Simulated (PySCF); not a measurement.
# CH$_{5}$N$_{2}$OSi (SMILES N[SiH]C(N)=O) (doublet): what the fields show

```xyz
10

N     1.3342    0.9292    0.4799
Si    0.9027   -0.7338    0.2586
C    -0.8294   -0.8286   -0.4646
N    -1.6575    0.2161   -0.2126
O    -1.2002   -1.8196   -1.0751
H     1.4861    1.5017   -0.3422
H     2.0464    1.1465    1.1598
H     1.8487   -1.6407   -0.3805
H    -1.3181    1.0360    0.2561
H    -2.6039    0.1980   -0.5581
```

Geometry: GFN2-xTB.

These are results of UKS B3LYP, pcH-1 on C H N O Si, non-relativistic, mean-field spin-orbit, GIAO in PySCF, not measurements.

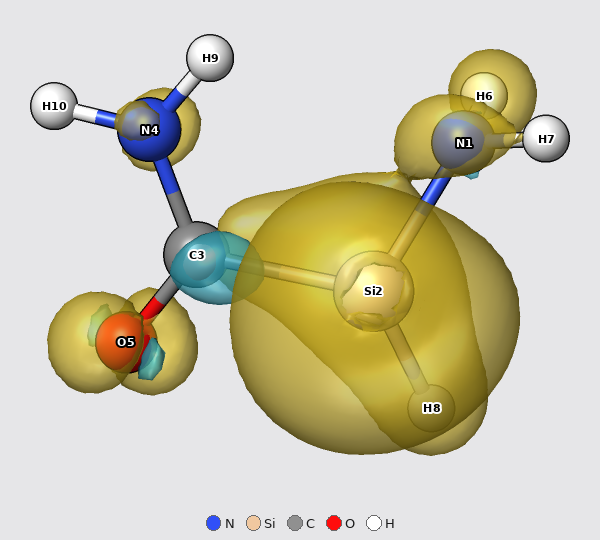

Figure 1. Isosurfaces of the spin density (α minus β) at +0.015 (yellow) and −0.015 e/Å³ (cyan), seen at a tilt.

### Which atoms carry the spin?

The unpaired spin (1 electron) lies mostly on Si2 (about 0.8), in electrons by Hirshfeld's partition.

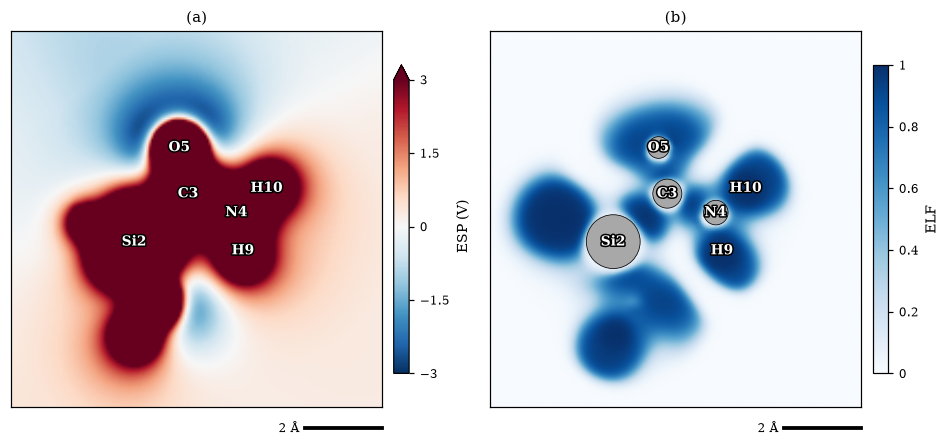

Figure 2. (a) molecular electrostatic potential; (b) electron localisation function on the plane of atoms H9, N4 and H10. Grey discs cover the atomic cores in the ELF map.

### What do the fields say about this system?

The plane passes through Si, C, N, O and H nuclei.
C–O (1.22 Å): the ELF peaks at about 0.85 between the atoms; a short, multiple covalent bond.
C–N (1.36 Å): the ELF peaks at about 0.90 between the atoms: localised, covalent bonding.
C–Si (1.88 Å): the ELF peaks at about 1 between the atoms, as expected for a covalent bond.
N–H (1.00 Å): the ELF climbs to about 1 towards the hydrogen, as it does in any bond to H (an ordinary covalent bond to hydrogen).
The ELF also peaks beside N1 and O5, away from the bonds: non-bonding electrons, paired or unpaired.
Outside the dense part of the molecule the potential is most negative (−2.6 V) near O5.

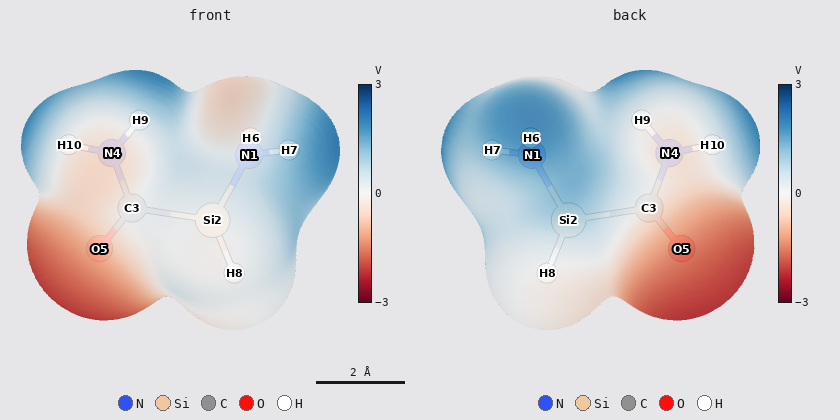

Figure 3. The molecular electrostatic potential painted on the density surface at 0.002 e/bohr³, seen from the front and from behind; red is negative and blue positive.

### Which sites attract a positive test charge, and which a negative one?

A positive charge is drawn to the negative regions and a negative charge to the positive ones. The most negative region (about −2.1 V, or −48 kcal/mol for a unit charge) lies over O5, the most positive (about +2.0 V, or +46 kcal/mol for a unit charge) over H6 and H7. O5 is the likeliest acceptor of a hydrogen bond.
